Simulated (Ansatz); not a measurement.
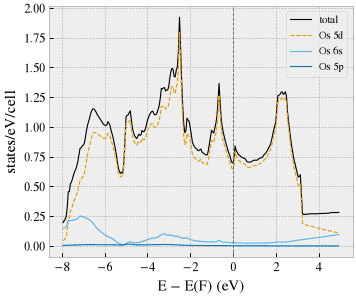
Figure: Total and projected density of states of Os (fcc (Cu type), Fm-3m), the program Ansatz at the PBEsol level (PAW)

Problem. Which orbitals carry the states next to the Fermi level?

Solution. Within 0.5 eV of the Fermi level: Os 5d 93 %. Projections are on Löwdin-orthogonalised atomic valence shells; empty p or d shells of many metals are not among them.

Problem. Where is the tallest occupied peak in this window, and what makes it?

Solution. Near -2.5 eV, about 1.9 states/eV per cell; the largest projected share is Os 5d.

The workflow started from an entry of the Crystallography Open Database (COD), which files this formula under 2 space groups. It is not the phase usual at ambient conditions (space group No. 194). Symmetry was held in the PBEsol relaxation; whether a distortion lowers the energy is not shown. No spin polarisation was allowed. Scalar-relativistic: spin–orbit coupling is off unless named, which matters more the heavier the elements.

Potentials: the earlier of the program's two PAW sets. The files were generated under PBE; for other functionals the program regenerates the frozen cores, and for LDA and PBEsol the local potential too.
